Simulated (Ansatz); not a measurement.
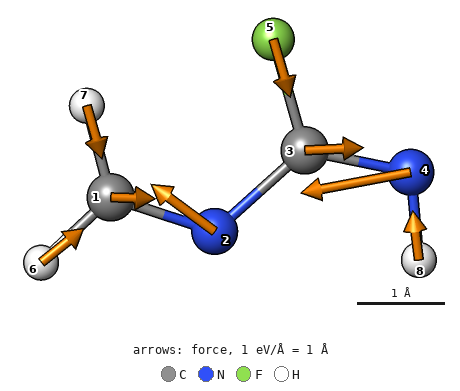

Starting geometry of C2H3FN2 with the computed forces as orange arrows. Style: ball-and-stick. Shown face on.

The start comes from PBE-D4/def2-SVP.

Theory: RKS PBE0-D4/def2-TZVP (Ansatz 0.2.0). Settings: force threshold 0.005 eV/Å; at most 150 steps.

> Is this structure relaxed? If not, where do the atoms go?

It isn't relaxed: the largest force vector, on N4, is 1.31 eV/Å. The final displacements follow the starting forces only in part (cosine between the two patterns 0.68). H6 moves most after the best rigid fit: 0.032 Å. Largest moves by element: H 0.032 Å, N 0.029 Å, F 0.024 Å, C 0.015 Å. Near-neighbour distances that change, for instance: C3–N4 1.268 → 1.249 Å, C1–H6 1.107 → 1.088 Å, C1–N2 1.283 → 1.266 Å, C3–F5 1.354 → 1.338 Å. The energy falls by 0.051 eV in 6 accepted moves (7 points after the start). The largest force component goes from 1.2 to 0.0011 eV/Å. The line search rejected the trial step at point 3 of the run.
